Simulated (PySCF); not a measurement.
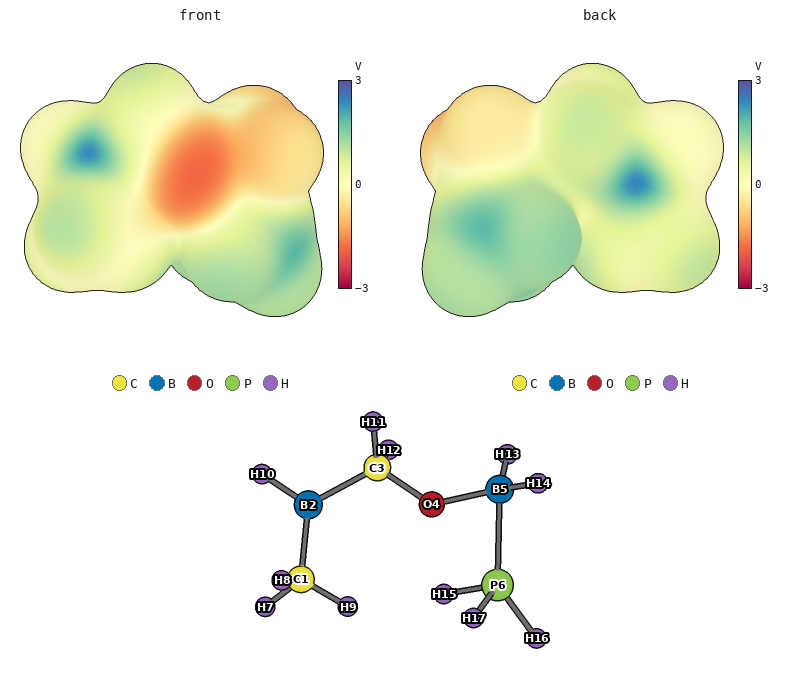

C2H11B2OP (SMILES CBCO[BH2-][PH3+]). The molecular electrostatic potential painted on the density surface at 0.004 e/bohr³, seen from the front and from behind; the colour scale runs from red (negative) to blue (positive). The bare structure is drawn below in the same view.

Geometry: GFN2-xTB.

Computed with PBE0/pcSseg-1, SCF density, gas phase, non-relativistic in PySCF.

```yaml
atoms:
  - { symbol: C, position_ang: [-2.0049, -1.0488, 0.2444] }
  - { symbol: B, position_ang: [-1.8985, 0.4337, -0.2523] }
  - { symbol: C, position_ang: [-0.5709, 1.2750, -0.1126] }
  - { symbol: O, position_ang: [0.5006, 0.6348, 0.5513] }
  - { symbol: B, position_ang: [1.8817, 1.0099, 0.2980] }
  - { symbol: P, position_ang: [2.0219, -0.9381, -0.1503] }
  - { symbol: H, position_ang: [-2.6108, -1.6772, -0.4061] }
  - { symbol: H, position_ang: [-2.5068, -1.0468, 1.2137] }
  - { symbol: H, position_ang: [-1.0402, -1.5298, 0.3967] }
  - { symbol: H, position_ang: [-2.8189, 0.9704, -0.7411] }
  - { symbol: H, position_ang: [-0.7819, 2.2183, 0.4186] }
  - { symbol: H, position_ang: [-0.2507, 1.5968, -1.1193] }
  - { symbol: H, position_ang: [2.1016, 1.6756, -0.6596] }
  - { symbol: H, position_ang: [2.5345, 1.2250, 1.2617] }
  - { symbol: H, position_ang: [1.0584, -1.2307, -1.0877] }
  - { symbol: H, position_ang: [2.9230, -1.9775, -0.4912] }
  - { symbol: H, position_ang: [1.4548, -1.5784, 0.9250] }
```

> Describe the electrostatic potential map.

The most negative region (about −1.8 V) lies over O4, the most positive (about +2.2 V) over B2. O4 is the likeliest acceptor of a hydrogen bond.
